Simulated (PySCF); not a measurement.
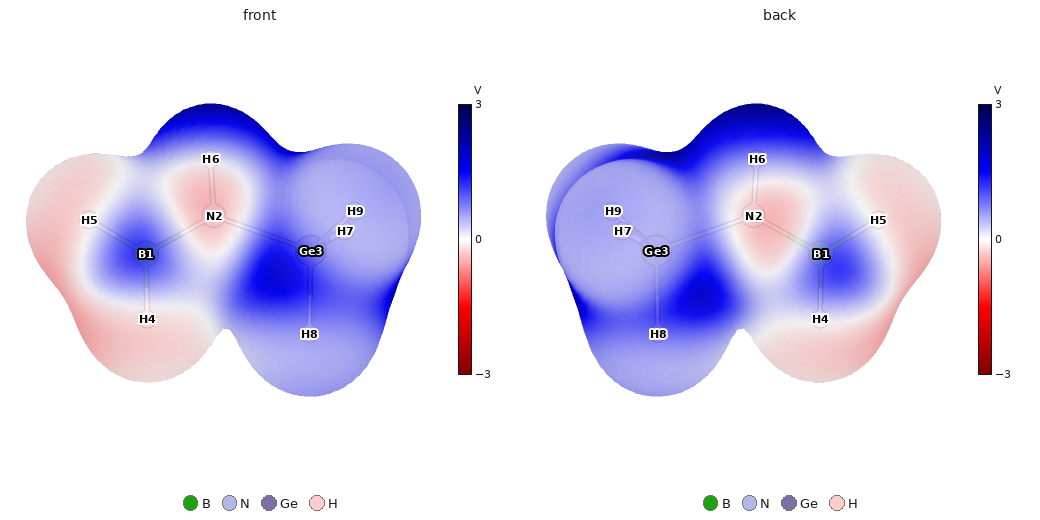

Figure. BGeH₆N. The electrostatic potential painted on the density surface at 0.004 e/bohr³, seen from the front and from behind; the colour scale runs from red (negative) to blue (positive).

Geometry: GFN2-xTB.

Theory: CAM-B3LYP/def2-SVPD, SCF density, gas phase (PySCF).

| atom | x (Å) | y (Å) | z (Å) |
| --- | --- | --- | --- |
| B | 1.5811 | -0.2381 | -0.2186 |
| N | 0.4341 | 0.0789 | 0.5071 |
| Ge | -1.3212 | 0.1300 | 0.0040 |
| H | 1.4641 | -0.5254 | -1.3481 |
| H | 2.6279 | -0.2106 | 0.3090 |
| H | 0.5720 | 0.3240 | 1.4798 |
| H | -2.0927 | -0.8549 | 0.8359 |
| H | -1.4029 | -0.2076 | -1.4437 |
| H | -1.8488 | 1.5096 | 0.2766 |

Describe the electrostatic potential map.

Answer. The most negative region (about −0.5 V) lies over H4, the most positive (about +2.4 V) over Ge3 and H6.

How polar is the molecule by this calculation?

Answer. Its dipole moment is 1.67 D.
